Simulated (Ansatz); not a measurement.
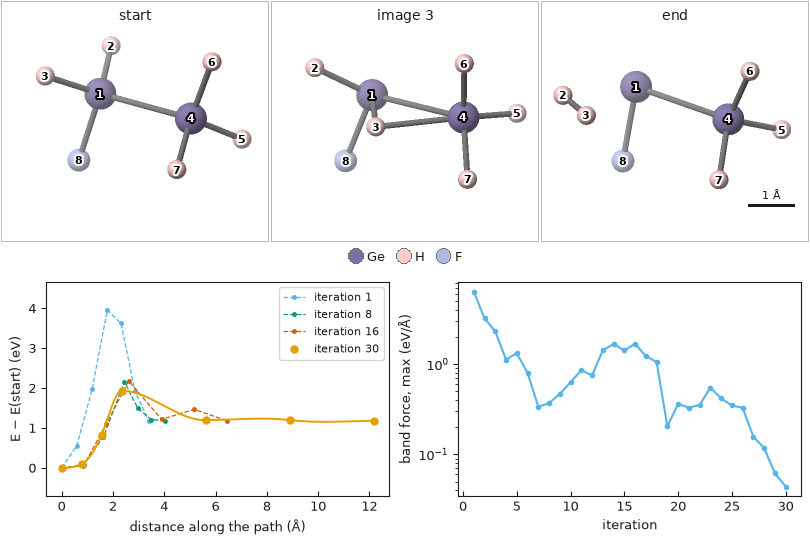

A nudged-elastic-band calculation for Ge$_{2}$H$_{5}$F. Images are numbered from 0 (start) to 6 (end). The plot follows the band through its iterations. Style: ball-and-stick. Shown at a tilt.

All numbers below come from Ansatz 0.2.0, RKS B3LYP/def2-SVP. Settings: 5 movable images; climbing image; force threshold 0.05 eV/Å; iteration limit 60; starting path through a guess of the saddle point.

> How did the profile develop, and is the result final?

The result is final at these settings. The band converged in 30 iterations. The largest component of the band force went from 6.4 to 0.044 eV/Å. The climbing image converged on the top of the path. Its vibrational analysis gives one imaginary mode (537i cm⁻¹), as a transition state must have. The first iteration put the highest image at 3.95 eV. The energy climbs by 1.94 eV to image 3 and then falls by 0.75 eV, so the end point sits at +1.18 eV.
